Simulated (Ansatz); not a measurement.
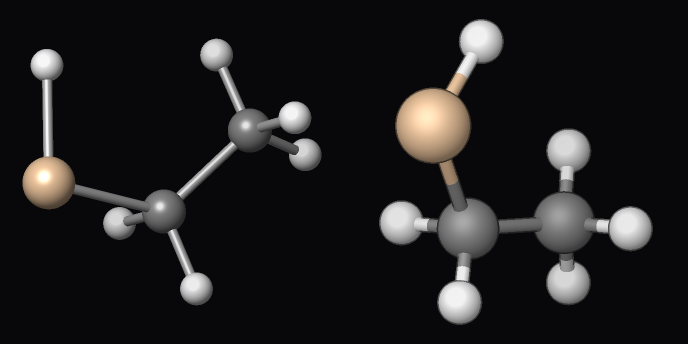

Two views of one molecule. Colours: carbon grey, silicon light orange, hydrogen white.

The geometry was computed by an optimisation with PBE0-D4/def2-TZVP.

**Which formula does it have?**

C2H6Si, 9 atoms: 2 carbon, 6 hydrogen and 1 silicon.

**Count the bonded pairs by element.**

5 C–H, 1 C–C, 1 C–Si, 1 Si–H.

The parts below concern this one geometry. Atoms keep their numbers from picture to picture.

**Symmetry**

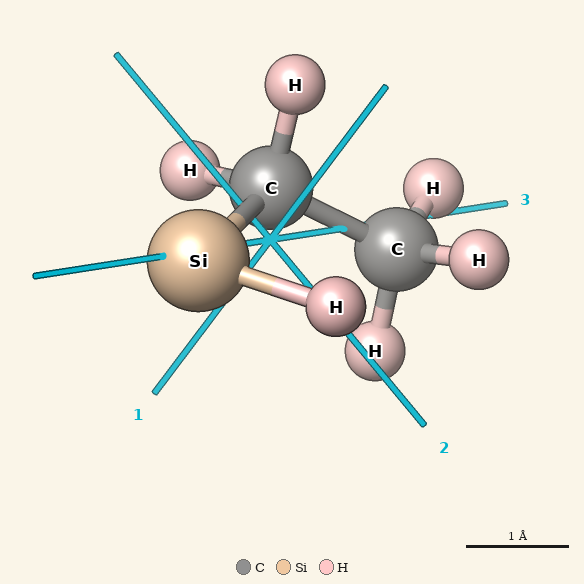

The three principal axes of inertia are drawn and numbered. Atoms fade into the background with distance from the viewer. Masses are those of the most abundant isotopes; constants are for the rigid equilibrium geometry.

**Which line is the a axis (least moment of inertia), which b and which c?**

a is line 3, b is line 2, c is line 1; the moments are 16.6, 100, 110 u Å².

**What kind of rotor is it, and what are its rotational constants in GHz?**

An asymmetric top (C1): A = 30.4, B = 5.05, C = 4.61 GHz. Ray's parameter κ is −0.97, close to the prolate limit.

**Thermal motion**

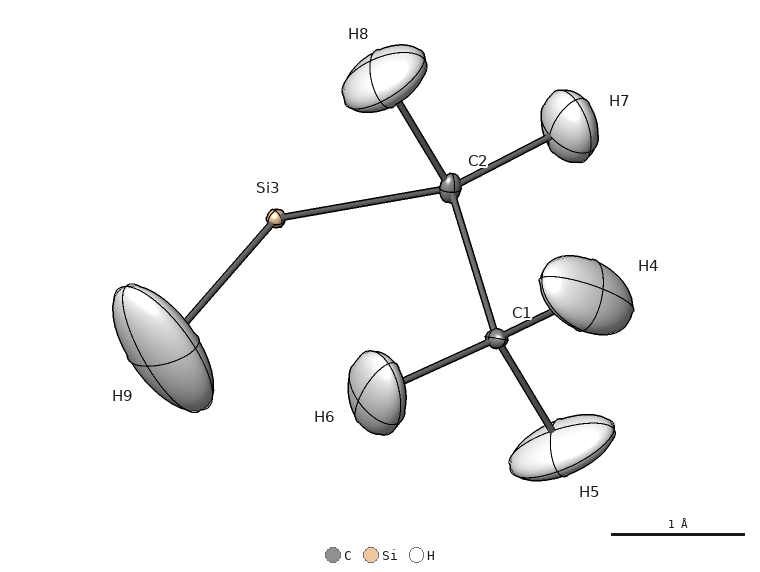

Displacement ellipsoids at the 50 % level, enlarged 1.5 times, from the internal vibrations of the free molecule (harmonic, no overall translation or rotation; no half-axis is drawn under 0.075 Å). Vibrations computed with RKS PBE0-D4/def2-TZVP (Ansatz 0.2.0). Temperature: 0 K (zero-point motion alone).

List U_eq and the three principal root-mean-square amplitudes for each kind of atom.

```json
{"atom": "C1", "U_eq (Å²)": "0.0011", "rms amplitudes (Å)": "0.022, 0.025, 0.047"}
{"atom": "C2", "U_eq (Å²)": "0.0017", "rms amplitudes (Å)": "0.033, 0.037, 0.051"}
{"atom": "Si3", "U_eq (Å²)": "0.00038", "rms amplitudes (Å)": "0.011, 0.017, 0.027"}
{"atom": "H4", "U_eq (Å²)": "0.0192", "rms amplitudes (Å)": "0.083, 0.124, 0.188"}
{"atom": "H5", "U_eq (Å²)": "0.0193", "rms amplitudes (Å)": "0.074, 0.124, 0.192"}
{"atom": "H6", "U_eq (Å²)": "0.0176", "rms amplitudes (Å)": "0.074, 0.127, 0.177"}
{"atom": "H7", "U_eq (Å²)": "0.0127", "rms amplitudes (Å)": "0.079, 0.118, 0.134"}
{"atom": "H8", "U_eq (Å²)": "0.0156", "rms amplitudes (Å)": "0.082, 0.126, 0.156"}
{"atom": "H9", "U_eq (Å²)": "0.0328", "rms amplitudes (Å)": "0.091, 0.153, 0.258"}
```

**Levels of theory compared**

Program: Ansatz 0.2.0.

At this fixed geometry, give dipole (D) at these levels: B3LYP-D4/def2-TZVPP; PBE-D4/def2-TZVPP; PBE0-D4/def2-TZVP; r2SCAN-D4/def2-TZVPP; ωB97M-V/def2-TZVPP.

| level | dipole (D) |
| --- | --- |
| B3LYP-D4/def2-TZVPP | 1.14 |
| PBE-D4/def2-TZVPP | 1.28 |
| PBE0-D4/def2-TZVP | 1.25 |
| r2SCAN-D4/def2-TZVPP | 1.33 |
| ωB97M-V/def2-TZVPP | 1.06 |

**Charges**

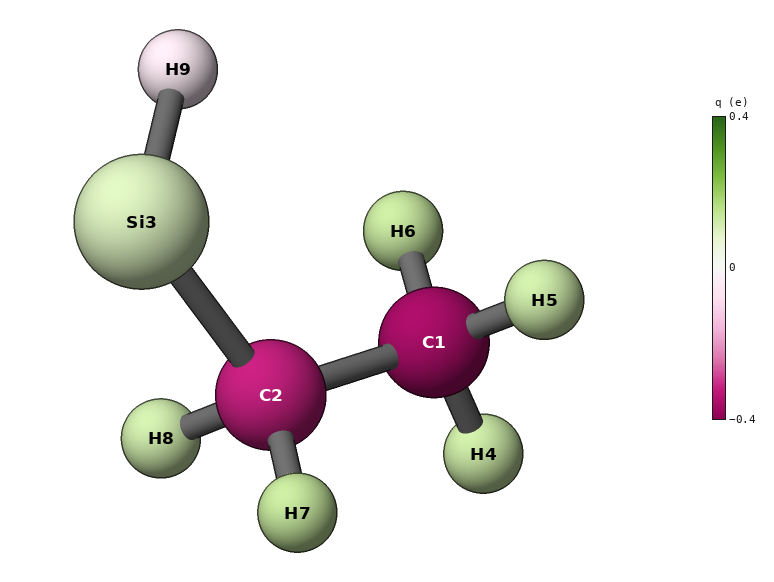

Atoms are coloured by their Mulliken charges. Properties computed with RKS PBE0-D4/def2-TZVP (Ansatz 0.2.0).

List the Mulliken charges.

| atom | value (e) |
| --- | --- |
| C1 | −0.36 |
| C2 | −0.31 |
| Si3 | 0.10 |
| H4 | 0.12 |
| H5 | 0.12 |
| H6 | 0.13 |
| H7 | 0.13 |
| H8 | 0.12 |
| H9 | −0.05 |

Mulliken values depend strongly on the basis set and can even reverse the polarity of a bond.
